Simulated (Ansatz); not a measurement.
## Geometry relaxation of CH5ClGeO (part 2 of 2)

Continued. System: CH5ClGeO. Method: RKS B3LYP/def2-SVP (Ansatz 0.2.0). It belongs to a series of runs on one base structure; here: end point A relaxed.

Geometry of the input (Å):
```
Ge 0.0959  0.0531  0.0060
Cl 0.6514  0.1023  2.1347
H  1.5817  -0.1956  -0.2839
C  -0.8371  1.6406  -0.6100
H  -1.9071  1.4016  -0.6898
H  -0.6929  2.4571  0.1111
H  -0.4576  1.9523  -1.5940
O  -0.9868  -1.3141  -0.3357
H  -0.6949  -2.1465  0.0602
```

Trajectory as extended XYZ, continued
```
9
Properties=species:S:1:pos:R:3:forces:R:3 step=6 energy=-72196.72126
Ge    0.1323    0.0512    0.0545   -0.0120  -0.0159  -0.0261
Cl    0.4158    0.1657    2.2236    0.0048   0.0019   0.0241
H     1.5332   -0.2008   -0.5392    0.0190   0.0044   0.0119
C    -0.8026    1.6347   -0.5772   -0.0114  -0.0016  -0.0106
H    -1.8796    1.4122   -0.6071    0.0167   0.0142   0.0086
H    -0.6208    2.4808    0.1006    0.0035  -0.0125  -0.0098
H    -0.4580    1.8973   -1.5889   -0.0164  -0.0015   0.0079
O    -0.9484   -1.3208   -0.2968   -0.0099   0.0056  -0.0069
H    -0.6193   -2.1693    0.0291    0.0056   0.0055   0.0010
9
Properties=species:S:1:pos:R:3:forces:R:3 step=7 energy=-72196.72256
Ge    0.1250    0.0483    0.0587   -0.0250  -0.0114  -0.0396
Cl    0.3677    0.1758    2.2316    0.0127  -0.0131   0.0316
H     1.5366   -0.1934   -0.5145    0.0163   0.0051   0.0189
C    -0.8023    1.6350   -0.5760   -0.0633   0.0558   0.0059
H    -1.8896    1.4508   -0.5361    0.1289   0.0261  -0.0031
H    -0.5521    2.4941    0.0682   -0.0292  -0.0823  -0.0890
H    -0.5068    1.8560   -1.6152   -0.0417  -0.0107   0.0771
O    -0.9378   -1.3335   -0.3109    0.0023   0.0280  -0.0070
H    -0.5881   -2.1821   -0.0072   -0.0010   0.0025   0.0052
9
Properties=species:S:1:pos:R:3:forces:R:3 step=8 energy=-72196.72378
Ge    0.1256    0.0494    0.0608   -0.0153  -0.0081  -0.0270
Cl    0.3583    0.1684    2.2362    0.0048  -0.0103   0.0168
H     1.5420   -0.1883   -0.5026    0.0120   0.0056   0.0135
C    -0.8022    1.6347   -0.5759   -0.0544   0.0534   0.0058
H    -1.8890    1.4572   -0.5143    0.1103   0.0232  -0.0045
H    -0.5365    2.5009    0.0516   -0.0249  -0.0751  -0.0750
H    -0.5252    1.8413   -1.6230   -0.0346  -0.0129   0.0706
O    -0.9337   -1.3318   -0.3200    0.0077   0.0126  -0.0008
H    -0.5868   -2.1809   -0.0140   -0.0057   0.0116   0.0007
9
Properties=species:S:1:pos:R:3:forces:R:3 step=9 energy=-72196.72611
Ge    0.1307    0.0530    0.0664   -0.0035  -0.0036   0.0138
Cl    0.3057    0.1388    2.2519   -0.0056  -0.0067  -0.0289
H     1.5674   -0.1618   -0.4568   -0.0177   0.0038   0.0082
C    -0.8014    1.6326   -0.5738   -0.0592   0.1361  -0.0674
H    -1.8852    1.4891   -0.4146    0.1706   0.0400  -0.0242
H    -0.4630    2.5268   -0.0203   -0.0602  -0.1496  -0.1050
H    -0.6079    1.7743   -1.6541   -0.0468  -0.0236   0.1972
O    -0.9120   -1.3266   -0.3634    0.0406  -0.0276   0.0228
H    -0.5819   -2.1753   -0.0366   -0.0181   0.0310  -0.0164
9
Properties=species:S:1:pos:R:3:forces:R:3 step=10 energy=-72196.72786
Ge    0.1275    0.0544    0.0680   -0.0004  -0.0297   0.0048
Cl    0.2890    0.1268    2.2531   -0.0077   0.0075  -0.0004
H     1.5682   -0.1550   -0.4436   -0.0023   0.0093  -0.0053
C    -0.8017    1.6348   -0.5744   -0.0543   0.0883  -0.0379
H    -1.8820    1.5085   -0.3891    0.1241   0.0281  -0.0194
H    -0.4410    2.5321   -0.0438   -0.0419  -0.1073  -0.0688
H    -0.6319    1.7582   -1.6588   -0.0280  -0.0185   0.1328
O    -0.9035   -1.3310   -0.3706    0.0162   0.0067  -0.0004
H    -0.5720   -2.1780   -0.0421   -0.0057   0.0157  -0.0054
9
Properties=species:S:1:pos:R:3:forces:R:3 step=11 energy=-72196.72909
Ge    0.1282    0.0496    0.0763   -0.0701   0.0635  -0.0597
Cl    0.2263    0.1314    2.2635    0.0215  -0.0384  -0.0008
H     1.5754   -0.1268   -0.4261    0.0292  -0.0236   0.0420
C    -0.7985    1.6303   -0.5679   -0.0619   0.0592  -0.0127
H    -1.8670    1.5521   -0.3065    0.1083   0.0146  -0.0238
H    -0.3746    2.5353   -0.1031   -0.0360  -0.0795  -0.0440
H    -0.6983    1.7018   -1.6635   -0.0163  -0.0009   0.0661
O    -0.8796   -1.3385   -0.4066    0.0165   0.0394   0.0267
H    -0.5593   -2.1844   -0.0674    0.0088  -0.0344   0.0061
9
Properties=species:S:1:pos:R:3:forces:R:3 step=12 energy=-72196.73093
Ge    0.1239    0.0537    0.0770   -0.0154   0.0013  -0.0221
Cl    0.2146    0.1100    2.2654   -0.0091  -0.0116   0.0132
H     1.5833   -0.1196   -0.3926    0.0013  -0.0062  -0.0045
C    -0.8019    1.6328   -0.5710   -0.0519   0.0627   0.0071
H    -1.8622    1.5790   -0.2726    0.1101   0.0063  -0.0297
H    -0.3478    2.5400   -0.1401   -0.0427  -0.0753  -0.0458
H    -0.7367    1.6782   -1.6705   -0.0119   0.0013   0.0652
O    -0.8708   -1.3391   -0.4190    0.0073   0.0518   0.0065
H    -0.5499   -2.1840   -0.0779    0.0121  -0.0304   0.0101
9
Properties=species:S:1:pos:R:3:forces:R:3 step=13 energy=-72196.73156
Ge    0.1257    0.0576    0.0780   -0.0232  -0.0372   0.0041
Cl    0.1990    0.0960    2.2685    0.0079   0.0135  -0.0039
H     1.5865   -0.1190   -0.3880   -0.0066   0.0079   0.0056
C    -0.8020    1.6345   -0.5722    0.0112   0.0067   0.0054
H    -1.8544    1.5887   -0.2570    0.0071  -0.0018   0.0010
H    -0.3382    2.5421   -0.1596   -0.0054  -0.0004  -0.0100
H    -0.7549    1.6682   -1.6715   -0.0017  -0.0026   0.0118
O    -0.8679   -1.3356   -0.4172    0.0091   0.0166  -0.0175
H    -0.5414   -2.1816   -0.0824    0.0016  -0.0026   0.0037
9
Properties=species:S:1:pos:R:3:forces:R:3 step=14 energy=-72196.73193
Ge    0.1237    0.0568    0.0804    0.0057  -0.0156  -0.0012
Cl    0.1898    0.0954    2.2715   -0.0046   0.0023  -0.0082
H     1.5883   -0.1134   -0.3757   -0.0072   0.0037   0.0009
C    -0.8018    1.6341   -0.5712    0.0107   0.0008  -0.0022
H    -1.8484    1.6002   -0.2369   -0.0046   0.0029   0.0009
H    -0.3241    2.5431   -0.1784   -0.0029  -0.0011  -0.0053
H    -0.7740    1.6538   -1.6715   -0.0024  -0.0023   0.0128
O    -0.8616   -1.3367   -0.4294    0.0069   0.0056   0.0036
H    -0.5393   -2.1826   -0.0900   -0.0016   0.0037  -0.0014
9
Properties=species:S:1:pos:R:3:forces:R:3 step=15 energy=-72196.73209
Ge    0.1232    0.0567    0.0827    0.0108  -0.0014   0.0041
Cl    0.1683    0.0906    2.2744   -0.0033  -0.0040  -0.0092
H     1.5926   -0.1055   -0.3609   -0.0074  -0.0001   0.0015
C    -0.8013    1.6339   -0.5698   -0.0102   0.0231  -0.0153
H    -1.8392    1.6191   -0.2045    0.0315   0.0072  -0.0146
H    -0.3010    2.5451   -0.2081   -0.0209  -0.0328  -0.0152
H    -0.8048    1.6319   -1.6716   -0.0045   0.0035   0.0429
O    -0.8524   -1.3376   -0.4429    0.0084  -0.0041   0.0103
H    -0.5329   -2.1835   -0.1005   -0.0045   0.0085  -0.0045
9
Properties=species:S:1:pos:R:3:forces:R:3 step=16 energy=-72196.73218
Ge    0.1233    0.0570    0.0830    0.0094   0.0013   0.0045
Cl    0.1655    0.0890    2.2746   -0.0031  -0.0030  -0.0072
H     1.5933   -0.1046   -0.3585   -0.0051   0.0003   0.0001
C    -0.8013    1.6340   -0.5698   -0.0018   0.0044  -0.0074
H    -1.8370    1.6220   -0.2006    0.0087   0.0052  -0.0052
H    -0.2987    2.5449   -0.2132   -0.0071  -0.0106  -0.0046
H    -0.8096    1.6291   -1.6707   -0.0029   0.0016   0.0157
O    -0.8510   -1.3373   -0.4445    0.0062  -0.0071   0.0084
H    -0.5320   -2.1832   -0.1017   -0.0045   0.0080  -0.0044
```

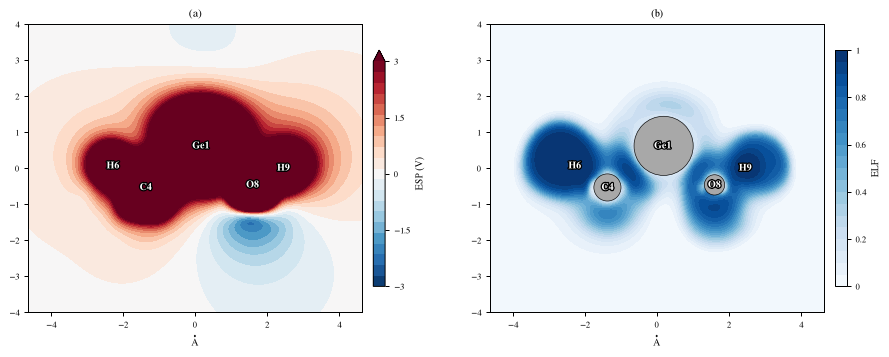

**Figure 1.** (a) molecular electrostatic potential; (b) ELF on the plane of atoms C4, Ge1 and O8. Grey discs, where drawn, cover atomic cores. Ge–O (1.78 Å): the ELF peaks at about 0.85 in the valence shell of O, 0.6 Å from its nucleus, and is about 0.35 at the midpoint. C–Ge (1.94 Å): the ELF peaks at about 0.90 between the atoms, as expected for localised, shared-pair bonding.

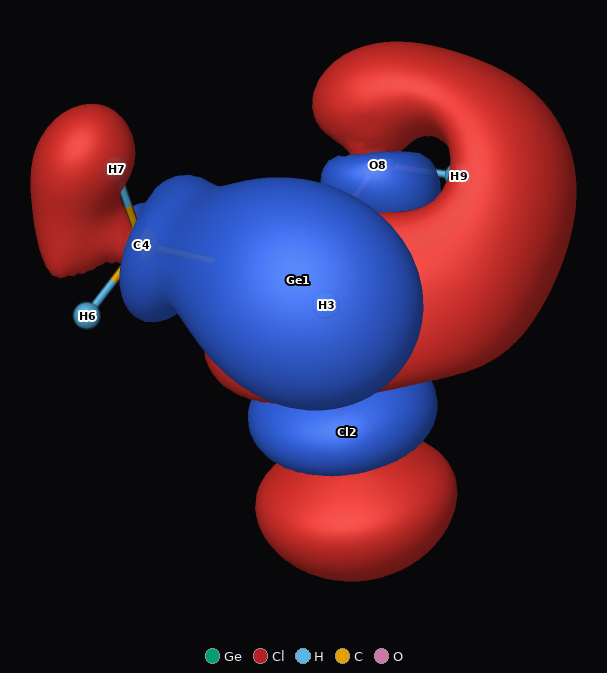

**Figure 2.** The LUMO at ±0.06 Å⁻³ᐟ² (blue and red are the two phases), seen face on. By Hirshfeld shares it lies mainly on Ge1 (35 %), Cl2 (25 %), O8 (15 %) and H3 (10 %). Its energy is 0.32 eV.

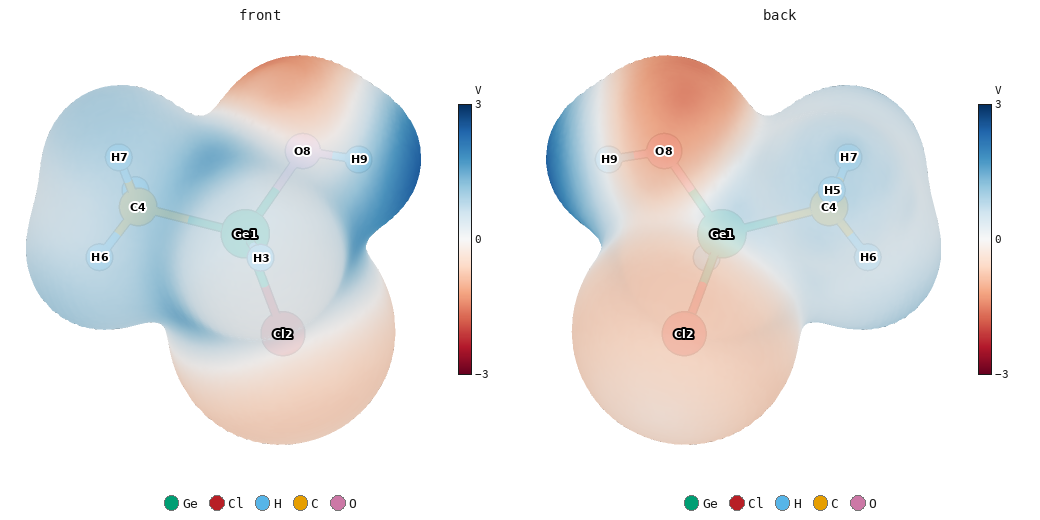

**Figure 3.** The molecular electrostatic potential painted on the density surface at 0.002 e/bohr³, seen face on and from behind; the colour scale runs from red (negative) to blue (positive).

Results in brief

| quantity | value |
| --- | --- |
| outcome | converged |
| total energy | −72196.7324 eV |
| mean-field energy | −72196.7324 eV |
| largest force (length of the vector) at the end | 0.016 eV/Å |
| hardware | 2 threads of Arm Neoverse V2, 24 GiB of memory available, shared host |
| wall time | 43 s (CPU time 83 s) |
| peak memory | 0.23 GiB |
